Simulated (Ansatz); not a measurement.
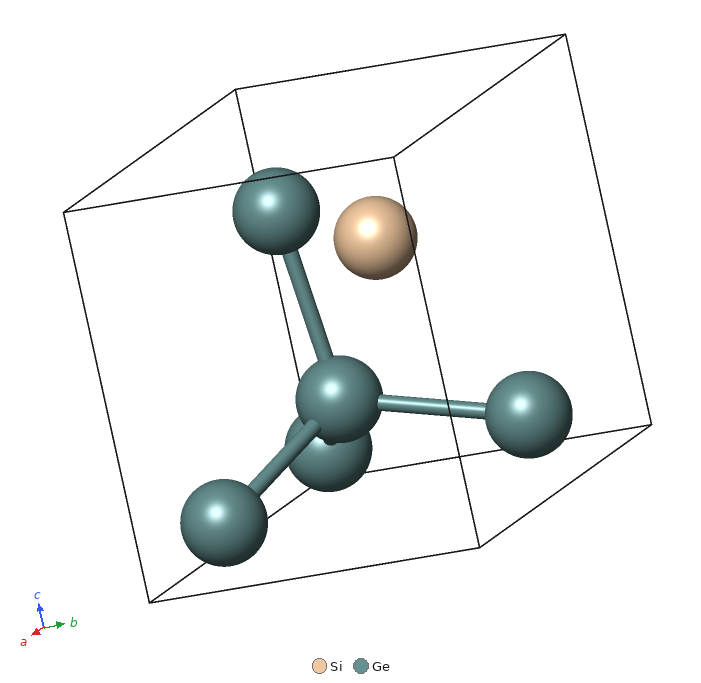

We look at a ball-and-stick model of the crystal slightly off an axis. The outline marks the simulation cell. Finite groups of bonded atoms are drawn whole.

The run was set up as follows:
```yaml
crystal:
  lattice:
    - [0.0, 4.6077931494, 4.6077931494]
    - [4.6077931494, 0.0, 4.6077931494]
    - [4.6077931494, 4.6077931494, 0.0]
  atoms:
    - { symbol: Si, position: [0.75, 0.75, 0.75] }
    - { symbol: Ge, position: [0.0983222176, 0.7050333471, 0.0983222176] }
    - { symbol: Ge, position: [0.0983222176, 0.0983222176, 0.0983222176] }
    - { symbol: Ge, position: [0.7050333471, 0.0983222176, 0.0983222176] }
    - { symbol: Ge, position: [0.0983222176, 0.0983222176, 0.7050333471] }
    - { symbol: Ge, position: [0.25, 0.25, 0.25] }
basis:
  ecutwfc: 420
kpoints:
  mp_grid: { grid: [8, 8, 8] }
  band_path:
    path:
      - [[0.0, 0.0, 0.0], [-0.5, -0.5, 0.0], [-0.375, -0.375, 0.25]]
      - [[-0.375, 0.0, 0.375], [0.0, 0.0, 0.0], [0.0, 0.0, 0.5], [-0.5, -0.25, 0.25], [-0.5, -0.5, 0.0]]
    npoints: 14
hamiltonian:
  xc: pbe
scf:
  occupations: { method: gaussian, width: 0.1 }
  n_extra_bands: 15
output:
  forces: true
  stress: true
  eigenvalues: true
  populations: true
  dos: { projected: true, de: 0.02, nscf_kmesh: { grid: [10, 10, 10] } }
  bader: true
  write_density: true
  write_potential: true
  elf: true
  volumetric_format: npy
```
Run as:
```sh
ansatz run input.yaml --threads 1 --pin off --max-ram 2560MiB --backend cpu --events-out ev --progress --plain --runs-dir out
```

All computed values are from Ansatz 0.2.0, DFT PBE, scalar-relativistic, plane waves, PAW. Settings: a kinetic-energy cutoff of 420 eV, k-point mesh 8×8×8, Gaussian smearing of 0.1 eV, no spin polarisation.

Q: What charge does Bader's analysis assign to each element?

A: Si +0.06 e; Ge -0.05 to +0.14 e. Little charge moves, as in a metallic or covalent solid.

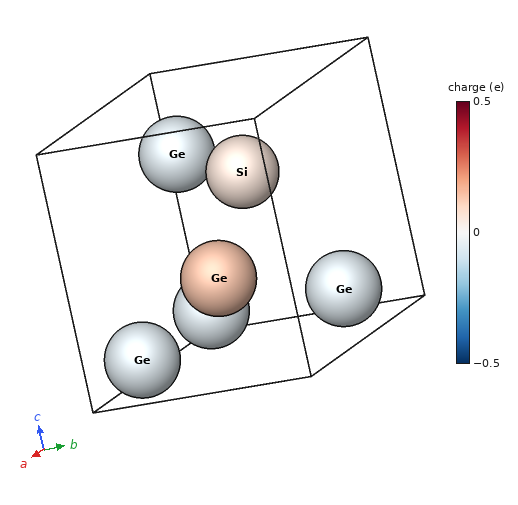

The atoms coloured by those charges.

The structure was taken from a random cell made by a generator, so it need not be a real form of the compound. Earlier steps of the study, as a rule a relaxation of our own, may have changed the cell and positions, so they can lie some per cent off the listed ones. A calculation with Ansatz used it as input.
